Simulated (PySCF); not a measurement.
# Cl4Sm (Sm(Cl)4-): the cost of one run

The runs use PySCF 2.14.0; several levels, as the steps say, no spin–orbit coupling.

1 further run of the same task is left out (for a known fault of the program).

### Step 1. Where the work starts

5 atoms, charge -1, spin multiplicity 1.

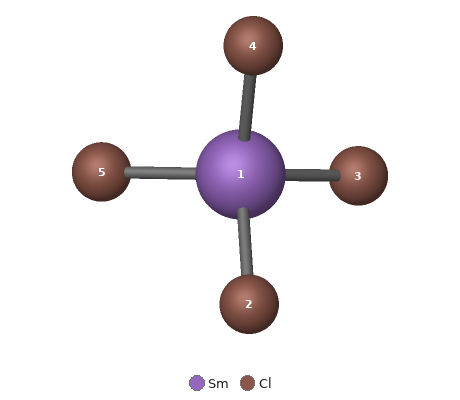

The structure; samarium purple, chlorine brown; atoms are numbered from 1 in the order of the file.

Coordinates:

```xyz
5

Sm    0.0000    0.0000    0.0000
Cl    1.4918    1.4918    1.4918
Cl   -1.4918   -1.4918    1.4918
Cl    1.4918   -1.4918   -1.4918
Cl   -1.4918    1.4918   -1.4918
```

Formal oxidation states: Sm +3. Each metal's 5 4f electrons lie in its core potential, so multiplicities, spins and levels count the valence alone. An earlier session relaxed this geometry at PBE0, Sm lcecp-1-SVP with ECP51, Cl def2-SVP (singlet, point group Td).

At PBE0 on the finer grid: E = -1874.792822 Eh, HOMO -4.53 eV, LUMO 3.27 eV, Mulliken charge on Sm1 +0.76 e, largest force component 0.002 eV/Å. 

Levels to run: TPSSh; wB97X; PBE0, TZVP. Hardware: 2 threads of Intel Xeon Platinum 8259CL at 2.50GHz (Skylake/Cascade Lake), shared host.

### Step 2. TPSSh

run.py (the lines that set the calculation)

```python
mol = gto.M(atom='''
Sm     0.00000     0.00000     0.00000
Cl     1.49185     1.49185     1.49185
Cl    -1.49185    -1.49185     1.49185
Cl     1.49185    -1.49185    -1.49185
Cl    -1.49185     1.49185    -1.49185''',
    basis={'Sm': 'lcecp-1-SVP', 'Cl': 'def2-SVP'},
    ecp={'Sm': 'lcecp-1-SVP'},
    charge=-1, spin=0)
mf = dft.RKS(mol, xc='TPSSH')
mf.grids.atom_grid = (75, 302)  # f atoms: unpruned, at least (60, 302)
mf = mf.density_fit()  # fitting sets: Sm AutoAux, Cl def2-universal-JKFIT
mf.conv_tol = 1e-08; mf.max_cycle = 55
mf.kernel(dm0)  # dm0: the density of the relaxed state
```

Command:

```sh
$ OMP_NUM_THREADS=2 python run.py
```

**Question.** How long does this run take on 2 threads of Intel Xeon Platinum 8259CL at 2.50GHz (Skylake/Cascade Lake), shared host?

About 17 s.
